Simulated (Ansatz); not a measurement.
**Be2Ni3Pb: relaxing a made-up structure**

Starting from a made-up structure for Be2Ni3Pb, the aim is the relaxed cell, its shortest contacts and, where a second run follows, its electronic structure.

Main program and level: Ansatz 0.2.0; DFT, PBEsol, plane-wave PAW, files of the set soft_1, scalar-relativistic, ferromagnetic start, cell and ions relaxed at zero pressure; PAW set soft_1, in the first sound run; inputs show where later runs differ.

## (1) The structure

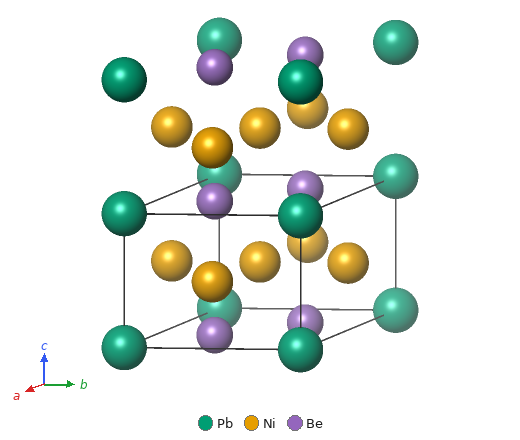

The starting structure, seen from a free direction (lead teal, nickel orange, beryllium purple). 1×1×2 cells are drawn. Some periodic images of atoms are drawn too.

## (2) Relaxing cell and atoms

The guess takes its coordinates from another compound and its volume from a rule, so the cell and any free coordinates are relaxed together.

Contents of input.yaml:

```yaml
crystal:
  lattice:
    - [4.788, 0.0, 0.0]
    - [-2.394, 4.146529633, 0.0]
    - [0.0, 0.0, 3.768]
  atoms:
    - { symbol: Pb, position: [0.0, 0.0, 0.0] }
    - { symbol: Ni, position: [0.0, 0.5, 0.5], spin: 1.0 }
    - { symbol: Ni, position: [0.5, 0.5, 0.5], spin: 1.0 }
    - { symbol: Ni, position: [0.5, 0.0, 0.5], spin: 1.0 }
    - { symbol: Be, position: [0.666666667, 0.333333333, 0.0] }
    - { symbol: Be, position: [0.333333333, 0.666666667, 0.0] }
magnetization:
  spin_polarized: true
kpoints:
  mp_grid: { grid: [7, 7, 7] }
scf:
  occupations: { method: fermi_dirac, width: 0.05 }
hamiltonian:
  xc: pbesol
  pseudopotentials: { kind: paw, azcp: { folder: soft_1 }, xc_functional: pbe }
relax:
  f_tol: 0.015
  max_steps: 70
  cell: {}
output:
  forces: true
  stress: true
```

Command:

```console
$ ansatz run input.yaml --threads 4 --pin off --max-ram 10240MiB --backend cpu --events-out ev --progress --plain --runs-dir out
```

Numbers of over 12 decimals in the logs are rounded to 6 here.

The program printed:

```text
Engine: ansatz 0.2.0, aarch64-unknown-linux-gnu
Pseudopotentials: kind: paw
Pseudopotential: Pb, paw, valence charge 14, recommended cutoff 420 eV (normal), soft_1/Pb.paw.azcp
Pseudopotential: Ni, paw, valence charge 18, recommended cutoff 420 eV (normal), soft_1/Ni.paw.azcp
Pseudopotential: Be, paw, valence charge 2, recommended cutoff 420 eV (normal), soft_1/Be.paw.azcp
Functional definition: PBEsol
  exchange = pbesol_x
  correlation = pbesol_c
Crystal: 6 atoms, lattice volume = 74.808 Å³
Basis set: ecut = 420 eV, 1477 PW (Γ), exchange–correlation on 72×72×54 points (8 copies of the dense FFT grid, shifted against one another)
Bands: 45, of which v1, the nominal top of the filled ones, is band 36 counted from 1 (35 counted from 0)
Symmetry: 24 space group operations
Space group: P6/mmm (ITA 191), of the structure as read, at distance tolerance 4.2e-5 Å
Magnetic group: BNS 191.233 (UNI 1463), of the structure as read, at distance tolerance 4.2e-5 Å
k-points: 32 of 343
Non-local potential: Pb, projectors of the file, l = 0: 2, l = 1: 2, l = 2: 2, l = 3: 1
Non-local potential: Ni, projectors of the file, l = 0: 3, l = 1: 2, l = 2: 3, l = 3: 1
Non-local potential: Be, projectors of the file, l = 0: 2, l = 1: 2, l = 2: 1
PAW form: soft (Blöchl's): semilocal exchange-correlation on the pseudo side does not see the compensation charge
PAW frozen core: Pb, regenerated for the run's functional, and the local potential with it (the file was generated under x = pbe(κ = 0.804, μ = 0.219515), c = pbe(β = 0.066725))
PAW frozen core: Ni, regenerated for the run's functional, and the local potential with it (the file was generated under x = pbe(κ = 0.804, μ = 0.219515), c = pbe(β = 0.066725))
PAW frozen core: Be, regenerated for the run's functional, and the local potential with it (the file was generated under x = pbe(κ = 0.804, μ = 0.219515), c = pbe(β = 0.066725))
PAW one-centre angular grid: Pb, 590 points (default); XC on 64 Gauss nodes
PAW one-centre angular grid: Ni, 590 points (default); XC on 64 Gauss nodes
PAW one-centre angular grid: Be, 110 points (default); XC on 64 Gauss nodes
Initial density: superposition of atomic densities (chi_scale 0.1, normalization cell, long waves kept (reshape's long-wave potential 0.01 eV rms))
Starting moments: Σ|m| = 3 μB on 3 of 6 sites
Initial wavefunctions: pseudopotential atomic-orbital guess
Functional: x = pbesol(κ = 0.804, μ = 0.123457), c = pbesol(β = 0.046)
SCF iter   1: F=—  HF=-29349.081500 eV  |F-HF|=—  |Δ(HF+E_count)|=         —  Δρ=7.12e-2 (↑2.75e-2 ↓7.12e-2)  dr2=1.15e1  dr2_m=6.14e-1  M=1.613 μB ∫|m|=1.958 μB  β_m=0.30  ethr=3.10e-3  ⟨swp⟩=8.3  Hψ=12649  notcnv=0  defer=4
Mixer restart at iter 1: flushing history
preconditioner: auto → Kerker (q_TF=auto, 2.711 Å⁻¹)  [metal: Δε(μ)=0.032 eV  Ē_g=9.306 eV  σ=0.050 eV  W_gap=0.16  n_scr=26 (ndim 8)  ℏωp=29.7 eV  f_vac=0.000  D(μ)=6.37/eV (n_scr^D=70)]
spin=Collinear: Kerker preconditioning applied to the charge; magnetization (m = ρ↑ − ρ↓) channel mixes plain (no charge-response kernel on spin).
SCF iter   2: F=—  HF=-29351.414178 eV  |F-HF|=—  |Δ(HF+E_count)|=    2.33e0  Δρ=4.82e-2 (↑2.62e-2 ↓4.82e-2)  dr2=6.36e0  dr2_m=5.57e-1  M=1.408 μB ∫|m|=1.760 μB  β_m=0.59  ethr=3.10e-3  ⟨swp⟩=3.0  Hψ=5041  notcnv=0  defer=145
SCF iter   3: F=—  HF=-29353.246933 eV  |F-HF|=—  |Δ(HF+E_count)|=    1.83e0  Δρ=6.70e-2 (↑1.71e-2 ↓6.70e-2)  dr2=5.87e0  dr2_m=4.95e-1  M=0.589 μB ∫|m|=1.028 μB  β_m=0.27  ethr=3.10e-3  ⟨swp⟩=3.1  Hψ=5685  notcnv=0  defer=145
SCF iter   4: F=—  HF=-29352.579254 eV  |F-HF|=—  |Δ(HF+E_count)|=   6.68e-1  Δρ=3.26e-2 (↑3.26e-2 ↓1.21e-2)  dr2=5.32e-1  dr2_m=2.42e-1  M=0.272 μB ∫|m|=0.669 μB  β_m=0.53  ethr=3.10e-3  ⟨swp⟩=3.8  Hψ=5984  notcnv=0  defer=143
SCF iter   5: F=—  HF=-29352.224900 eV  |F-HF|=—  |Δ(HF+E_count)|=   3.54e-1  Δρ=2.07e-2 (↑2.07e-2 ↓1.71e-2)  dr2=7.67e-1  dr2_m=6.06e-3  M=-0.042 μB ∫|m|=0.081 μB  β_m=0.76  ethr=7.39e-4  ⟨swp⟩=3.4  Hψ=5352  notcnv=0  defer=142
SCF iter   6: F=—  HF=-29352.677281 eV  |F-HF|=—  |Δ(HF+E_count)|=   4.52e-1  Δρ=1.42e-2 (↑1.42e-2 ↓6.99e-3)  dr2=2.40e-1  dr2_m=9.19e-3  M=0.048 μB ∫|m|=0.137 μB  β_m=0.88  ethr=7.39e-4  ⟨swp⟩=3.0  Hψ=4488  notcnv=0  defer=142
SCF iter   7: F=—  HF=-29352.663667 eV  |F-HF|=—  |Δ(HF+E_count)|=         —  Δρ=3.09e-3 (↑1.34e-3 ↓3.09e-3)  dr2=6.15e-3  dr2_m=5.96e-4  M=0.000 μB ∫|m|=0.017 μB  β_m=0.88  ethr=3.33e-4  ⟨swp⟩=2.2  Hψ=4634  notcnv=0  defer=140
Mixer restart at iter 7: flushing history
SCF iter   8: F=—  HF=-29352.668768 eV  |F-HF|=—  |Δ(HF+E_count)|=   5.10e-3  Δρ=4.34e-4 (↑4.12e-4 ↓4.34e-4)  dr2=1.24e-4  dr2_m=7.37e-5  M=0.000 μB ∫|m|=0.008 μB  β_m=0.94  ethr=8.54e-6  ⟨swp⟩=2.3  Hψ=5361  notcnv=0  defer=140
SCF iter   9: F=—  HF=-29352.669652 eV  |F-HF|=—  |Δ(HF+E_count)|=   8.84e-4  Δρ=2.09e-3 (↑1.83e-3 ↓2.09e-3)  dr2=7.35e-3  dr2_m=1.10e-5  M=-0.000 μB ∫|m|=0.002 μB  β_m=0.94  ethr=1.73e-7  ⟨swp⟩=3.0  Hψ=6612  notcnv=0  defer=140
SCF iter  10: F=—  HF=-29352.668234 eV  |F-HF|=—  |Δ(HF+E_count)|=   1.42e-3  Δρ=4.64e-4 (↑4.64e-4 ↓4.00e-4)  dr2=2.34e-4  dr2_m=7.82e-7  M=-0.000 μB ∫|m|=0.001 μB  β_m=0.94  ethr=1.73e-7  ⟨swp⟩=3.0  Hψ=6535  notcnv=0  defer=140
SCF iter  11: F=—  HF=-29352.668313 eV  |F-HF|=—  |Δ(HF+E_count)|=   7.90e-5  Δρ=1.51e-4 (↑1.51e-4 ↓8.66e-5)  dr2=2.15e-5  dr2_m=7.55e-7  M=-0.000 μB ∫|m|=0.001 μB  β_m=0.97  ethr=1.73e-7  ⟨swp⟩=2.0  Hψ=3885  notcnv=0  defer=140
SCF iter  12: F=—  HF=-29352.668323 eV  |F-HF|=—  |Δ(HF+E_count)|=   1.03e-5  Δρ=1.25e-5 (↑1.25e-5 ↓9.18e-6)  dr2=1.33e-7  dr2_m=4.76e-8  M=-0.000 μB ∫|m|=0.000 μB  β_m=0.89  ethr=2.98e-8  ⟨swp⟩=2.3  Hψ=4099  notcnv=0  defer=140
SCF iter  13: F=—  HF=-29352.668323 eV  |F-HF|=—  |Δ(HF+E_count)|=   1.09e-7  Δρ=7.89e-6 (↑5.94e-6 ↓7.89e-6)  dr2=1.26e-7  dr2_m=7.25e-10  M=-0.000 μB ∫|m|=0.000 μB  β_m=0.94  ethr=1.85e-10  ⟨swp⟩=2.1  Hψ=5011  notcnv=0  defer=140
SCF iter  14: F=—  HF=-29352.668323 eV  |F-HF|=—  |Δ(HF+E_count)|=   1.42e-8  Δρ=8.21e-7 (↑5.73e-7 ↓8.21e-7)  dr2=1.94e-9  dr2_m=4.08e-11  M=-0.000 μB ∫|m|=0.000 μB  β_m=0.97  ethr=1.75e-10  ⟨swp⟩=2.0  Hψ=3613  notcnv=0  defer=140
SCF iter  15: F=-29352.668323 eV  HF=-29352.668323 eV  |F-HF|=3.85e-9  |Δ(HF+E_count)|=  8.95e-10  Δρ=1.39e-6 (↑1.35e-6 ↓1.39e-6)  dr2=4.60e-9  dr2_m=4.07e-13  M=0.000 μB ∫|m|=0.000 μB  ethr=2.69e-12  ⟨swp⟩=1.9  Hψ=7599  notcnv=0
[...]
relax step   4: F+E_penalty+E_count = -29352.94883784 eV  Δ(F+E_penalty+E_count) = -6.912e-4 eV  max|allowed force component| = 8.327e-17 eV/Å  Δτ_max = 0.0000 Å  P = -0.537 GPa  Ω = 72.297 Å³  energy of the carried Pulay correction = +5.153e-4 eV  (9 SCF iters, dr2 threshold 6.00e-7 eV, accepted)
[...]
relax step   5: F+E_penalty+E_count = -29352.94941509 eV  Δ(F+E_penalty+E_count) = -5.773e-4 eV  max|allowed force component| = 2.236e-17 eV/Å  Δτ_max = 0.0000 Å  P = -0.001 GPa  Ω = 72.010 Å³  energy of the carried Pulay correction = +6.039e-4 eV  (9 SCF iters, dr2 threshold 6.00e-7 eV, accepted)
Basis set: ecut = 420 eV, 1409 PW (Γ), exchange–correlation on 72×72×48 points (8 copies of the dense FFT grid, shifted against one another)
Initial wavefunctions: pseudopotential atomic-orbital guess (no wavefunctions were taken with the density)
iter 1 solved again at ethr=3.00e-7 eV; its pass at ethr=3.10e-3 eV (dr2=2.16e-4 eV) is discarded
SCF iter   1: F=—  HF=-29352.948736 eV  |F-HF|=—  |Δ(HF+E_count)|=         —  Δρ=4.20e-4 (↑4.20e-4 ↓4.20e-4)  dr2=6.29e-5  dr2_m=1.64e-11  M=-0.000 μB ∫|m|=0.000 μB  β_m=0.65  ethr=3.00e-7  ⟨swp⟩=3.0  Hψ=21154  notcnv=0
preconditioner: auto → none  [metal: Δε(μ)=0.018 eV  Ē_g=10.286 eV  σ=0.050 eV  W_gap=0.09  n_scr=8 (ndim 8)  ℏωp=30.3 eV  f_vac=0.000  D(μ)=4.32/eV (n_scr^D=44)]
SCF iter   2: F=—  HF=-29352.948889 eV  |F-HF|=—  |Δ(HF+E_count)|=   1.53e-4  Δρ=2.33e-4 (↑2.33e-4 ↓2.33e-4)  dr2=7.10e-5  dr2_m=6.72e-12  M=-0.000 μB ∫|m|=0.000 μB  β_m=0.36  ethr=8.74e-8  ⟨swp⟩=2.0  Hψ=4060  notcnv=0
SCF iter   3: F=—  HF=-29352.948879 eV  |F-HF|=—  |Δ(HF+E_count)|=   9.79e-6  Δρ=1.66e-4 (↑1.65e-4 ↓1.66e-4)  dr2=6.20e-6  dr2_m=6.35e-12  M=-0.000 μB ∫|m|=0.000 μB  β_m=0.40  ethr=8.74e-8  ⟨swp⟩=2.0  Hψ=4006  notcnv=0
SCF iter   4: F=—  HF=-29352.948909 eV  |F-HF|=—  |Δ(HF+E_count)|=   3.04e-5  Δρ=4.74e-5 (↑4.74e-5 ↓4.74e-5)  dr2=4.42e-7  dr2_m=2.24e-12  M=-0.000 μB ∫|m|=0.000 μB  β_m=0.58  ethr=8.61e-9  ⟨swp⟩=1.0  Hψ=2880  notcnv=0
SCF iter   5: F=—  HF=-29352.948916 eV  |F-HF|=—  |Δ(HF+E_count)|=   6.79e-6  Δρ=1.79e-5 (↑1.79e-5 ↓1.79e-5)  dr2=5.09e-7  dr2_m=6.60e-13  M=-0.000 μB ∫|m|=0.000 μB  β_m=0.58  ethr=6.14e-10  ⟨swp⟩=2.0  Hψ=4113  notcnv=0
SCF iter   6: F=—  HF=-29352.948918 eV  |F-HF|=—  |Δ(HF+E_count)|=   1.89e-6  Δρ=9.51e-6 (↑9.51e-6 ↓9.49e-6)  dr2=1.95e-7  dr2_m=8.66e-14  M=-0.000 μB ∫|m|=0.000 μB  β_m=0.66  ethr=6.14e-10  ⟨swp⟩=2.0  Hψ=4090  notcnv=0
SCF iter   7: F=—  HF=-29352.948919 eV  |F-HF|=—  |Δ(HF+E_count)|=   6.46e-7  Δρ=3.96e-6 (↑3.96e-6 ↓3.96e-6)  dr2=3.77e-8  dr2_m=1.02e-15  M=-0.000 μB ∫|m|=0.000 μB  β_m=0.66  ethr=2.71e-10  ⟨swp⟩=2.1  Hψ=4362  notcnv=0
SCF iter   8: F=—  HF=-29352.948919 eV  |F-HF|=—  |Δ(HF+E_count)|=   9.73e-8  Δρ=3.34e-7 (↑3.34e-7 ↓3.32e-7)  dr2=6.63e-11  dr2_m=1.35e-14  M=0.000 μB ∫|m|=0.000 μB  β_m=0.69  ethr=5.23e-11  ⟨swp⟩=2.0  Hψ=5227  notcnv=0
SCF iter   9: F=—  HF=-29352.948920 eV  |F-HF|=—  |Δ(HF+E_count)|=   1.25e-6  Δρ=3.13e-7 (↑3.13e-7 ↓3.09e-7)  dr2=2.23e-10  dr2_m=4.13e-15  M=0.000 μB ∫|m|=0.000 μB  β_m=0.69  ethr=1.00e-12  ⟨swp⟩=2.5  Hψ=5049  notcnv=0
SCF iter  10: F=—  HF=-29352.948920 eV  |F-HF|=—  |Δ(HF+E_count)|=  8.84e-10  Δρ=1.36e-7 (↑1.36e-7 ↓1.33e-7)  dr2=4.04e-11  dr2_m=9.37e-16  M=0.000 μB ∫|m|=0.000 μB  β_m=0.83  ethr=1.00e-12  ⟨swp⟩=2.0  Hψ=4011  notcnv=0
SCF iter  11: F=-29352.948920 eV  HF=-29352.948920 eV  |F-HF|=2.55e-11  |Δ(HF+E_count)|=  1.24e-10  Δρ=1.26e-7 (↑1.26e-7 ↓1.26e-7)  dr2=3.57e-11  dr2_m=1.65e-17  M=0.000 μB ∫|m|=0.000 μB  ethr=1.00e-12  ⟨swp⟩=3.1  Hψ=10851  notcnv=0
the starting moments were not kept: the SCF closed with an absolute magnetisation of 8.5e-9 μB, where they sum to 3 μB in size (3 sites). That is at most 0.1 of that sum. Measured as dr2_m measures the in/out step, that magnetisation stands 4.9e-17 eV from none, at or under the dr2_threshold of 6.0e-11 eV: it is no larger than a step whose dr2_m would equal this threshold.
SCF 6 converged in 11 iterations: F = -29352.948920 eV  dr2 = 3.57e-11
relax step   6: F+E_penalty+E_count = -29352.94892014 eV  Δ(F+E_penalty+E_count) = +4.950e-4 eV  max|allowed force component| = 2.043e-17 eV/Å  Δτ_max = 0.0000 Å  P = +0.007 GPa  Ω = 72.010 Å³  stress off target by 1.07e-2 GPa  SCF on the basis re-selected at this cell (its energy is not comparable with the rows above)  (11 SCF iters)
basis re-selected at this cell: Δ(F+E_penalty+E_count) = +4.950e-4 eV, ΔP = +0.008 GPa vs the last step (what re-selecting the basis moved, of the pressure what is left beyond the Pulay correction that the steps carried, after the strain that the cell walked since its last selection, with what the two solves' SCF thresholds leave and, on support functions, any second-order correction that the steps lacked; it is no measure of the basis error at this ecutwfc). The dense FFT grid was sized anew with the basis: this SCF ran on 36×36×24 points, the steps before it on 36×36×27, so part of this shift can come from that change (see relax.cell in the input reference). [rest of the remark cut]
SCF converged after 11 iterations
Magnetization: 0.0000 μB (36.0000 up, 36.0000 down)
Absolute magnetization: 0.0000 μB (∫|ρ↑−ρ↓|, with the PAW one-centre terms)
Spin contamination: 0.0000 ħ² per cell (⟨S²⟩ above its minimum at these occupations)
Per-site moments (μB) at R_I (Å): [(2.5393850338805814e-11, 1.170765), (2.1558951798274766e-9, 0.919929), (2.1558954637037616e-9, 0.919929), (2.1558954498443934e-9, 0.919929), (-3.241780870636097e-10, 0.919929), (-3.2417799852485593e-10, 0.919929)]
Free energy (F): -29352.948920 eV
Harris-Foulkes:  -29352.948920 eV  (|F-HF|=2.55e-11)
Internal energy: -29352.915701 eV  (E = F + TS)
E sigma→0 (E₀):  -29352.932311 eV
Entropy (-TS):   -0.033219 eV (-5.536 meV/atom)
Fermi energy:    14.674414 eV
--- Per-component energies (eV) ---
  E_band       = -980.378635
  E_kinetic    = 1364.276182
  E_local      = -11569.158555  (includes V_loc(G=0)·N_el)
  E_nonlocal   = -27.457667
  E_hartree    = 5973.630669
  E_xc         = -581.759348
  E_vxc        = -616.848827  (∫ρ·V_xc dr)
  E_paw        = -15230.439521  (= ΣΔE_a)
  E_vpaw       = -2078.452861  (= ΣTr[D̂ρ^β])
  E_aug_tail   = 0.002645  (compensation charges beyond the density's cutoff)
  E_ewald      = -9282.683208
  E_core_change = 0.673101  (= ΣΔE_core)
  E_smearing   = -0.033219  (= −TS)
  E_closure    = -0.000000  (closes the sum)
  Σ components = -29352.948920   (vs F -29352.948920, Δ=0.00e0)
--- Forces (eV/Å), atoms counted from 1 ---
  atom   1  Pb     0.00000000    -0.00000000     0.00000000
  atom   2  Ni    -0.00000000    -0.00000000     0.00000000
  atom   3  Ni     0.00000000    -0.00000000     0.00000000
  atom   4  Ni    -0.00000000     0.00000000     0.00000000
  atom   5  Be    -0.00000000     0.00000000    -0.00000000
  atom   6  Be     0.00000000     0.00000000     0.00000000
  max |Σ_I F_I| component: 2.31e-18 eV/Å
--- Stress (GPa, compression-positive) ---
        0.010681       0.000000       0.000000
       -0.000000       0.010681       0.000000
        0.000000       0.000000       0.000938
  P = ⅓ Tr σ = 0.0074 GPa (0.074 kbar)
--- Relaxed structure (5 steps of the walk, 5 accepted, 1 SCFs on fresh bases) ---
  F+E_penalty+E_count = -29352.94892014 eV   max|allowed force component| = 2.043e-17 eV/Å   (the final SCF, on the basis selected at the relaxed cell)
  cell:  # Å, volume = 72.0096 Å³
    - [4.915937, 0, 0]
    - [-2.457969, 4.257327, -4.614456673210322e-18]
    - [0, -4.193210776937382e-18, 3.440703]
  atoms:
    - { symbol: Pb, position: [0, 0, 0] }
    - { symbol: Ni, position: [2.4623497708521637e-19, 0.5, 0.5] }
    - { symbol: Ni, position: [0.5, 0.5, 0.5] }
    - { symbol: Ni, position: [0.5, 0, 0.5] }
    - { symbol: Be, position: [0.666667, 0.333333, 0] }
    - { symbol: Be, position: [0.333333, 0.666667, 0] }
```

It took 30 s on 4 threads of Arm Neoverse V1, shared host; peak memory 0.53 GiB; 1.9 min of CPU time.

Relaxation path:

```tsv
step	energy less that of the first step (eV)	largest force component (eV/Å)	pressure (GPa)	volume (Å³)
1	0.0000	0.0000	-4.07	74.81
2	-0.2132	0.0000	-1.23	72.77
3	-0.2798	0.0000	0.60	71.69
4	-0.2805	0.0000	-0.54	72.30
5	-0.2811	0.0000	0.00	72.01
6*	-0.2806	0.0000	0.01	72.01
```

Relaxation steps marked * repeat the geometry before them on a plane-wave basis chosen anew for their cell, so energy and pressure can jump there.

The run keeps the 24 symmetry operations that it works with, so distortions that break them were not tested.

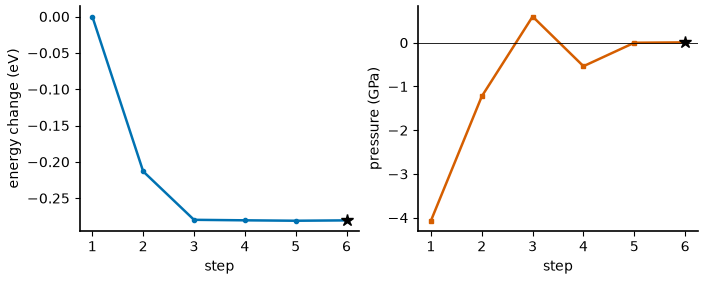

Energy and pressure along the relaxation. Stars mark steps on a basis chosen anew.

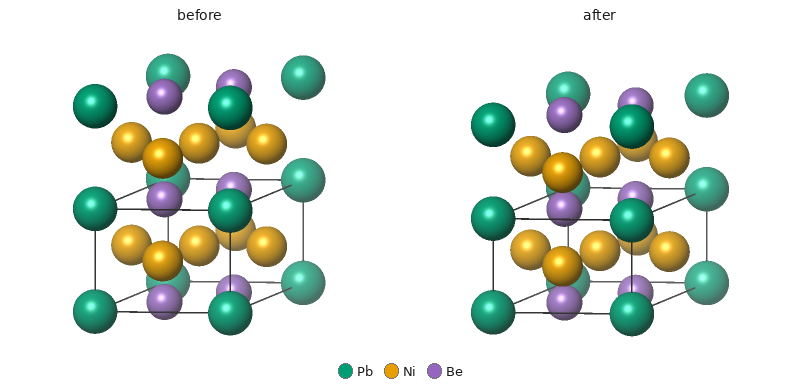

Before and after, at one scale.

```tsv
conventional cell, symmetrised	before	after	change
a (Å)	4.788	4.916	+2.7 %
b (Å)	4.788	4.916	+2.7 %
c (Å)	3.768	3.441	-8.7 %
volume (Å³/atom)	12.47	12.00	-3.7 %
```

Final coordinates:

```xyz
6
Lattice="4.9159 0.0000 0.0000 -2.4580 4.2573 0.0000 0.0000 0.0000 3.4407" Properties=species:S:1:pos:R:3 pbc="T T T"
Pb    0.0000    0.0000    0.0000
Ni   -1.2290    2.1287    1.7204
Ni    1.2290    2.1287    1.7204
Ni    2.4580    0.0000    1.7204
Be    2.4580    1.4191    0.0000
Be    0.0000    2.8382    0.0000
```

Numbers from this step:

```yaml
free_energy: -29352.9489 eV
energy_at_zero_smearing: -29352.9323 eV
smearing_term_ts: 0.03322 eV
fermi_energy: 14.67 eV
electrons: 72
symmetry_operations: 24
pressure: 0.007433 GPa
```

The shortest distance of each pair, which need not be the same contact before and after:

```tsv
pair	guess (Å)	relaxed (Å)
Be–Ni	2.337	2.230
Ni–Ni	2.394	2.458
Be–Pb	2.764	2.838
Be–Be	2.764	2.838
Ni–Pb	3.046	3.000
```

The relaxation ends with a pressure of 0.01 GPa. The starting moments have collapsed: the run ends non-magnetic.

[end of part 1 of 2]

[Logs are printed without paths, hosts, clocks, repeated set-up lines and the standing remarks that a program may print on its own settings, such as how far it seeks lower states.]

[Hosts, paths, dates, database ids (printed as entryN), source tags and the programs' standing remarks are cut or masked in the printed files.]
